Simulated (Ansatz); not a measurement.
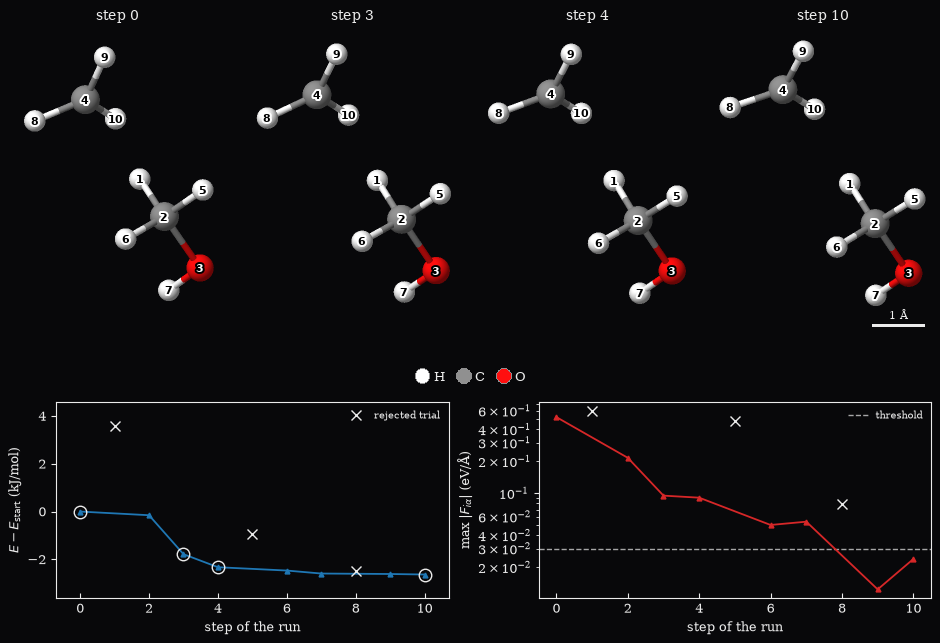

Frames of a relaxation of C₂H₇O (multiplicity 2), marked on the history of the run. Style: ball-and-stick. Shown from a free direction.

The run prepares an end point of a later path (reaction) calculation, from a guessed geometry.

Theory: Ansatz, UKS B3LYP/def2-SVPD. (collinear spin; force threshold 0.03 eV/Å; at most 50 steps)

Question: Describe the path.

Answer: The largest move after the best rigid fit is that of H8, 0.42 Å. By element the largest moves are H 0.42 Å, C 0.31 Å, O 0.14 Å. Some distances before and after: H1–C2 1.089 → 1.104 Å. The energy falls by 2.63 kJ/mol in 7 accepted moves (10 points after the start). The largest force component goes from 0.52 to 0.024 eV/Å. The line search rejected the trial steps at points 1, 5, 8 of the run. From step 0 to 3: C4 moves most (0.15 Å), energy −1.78 kJ/mol. From step 3 to 4: H8 moves most (0.15 Å), energy −0.54 kJ/mol. From step 4 to 10: H8 moves most (0.17 Å), energy −0.30 kJ/mol.

Limits of the set-up: the start holds two separate molecules, 2.4 Å apart at their closest, whose relative position is a soft coordinate and is computed without a dispersion correction.
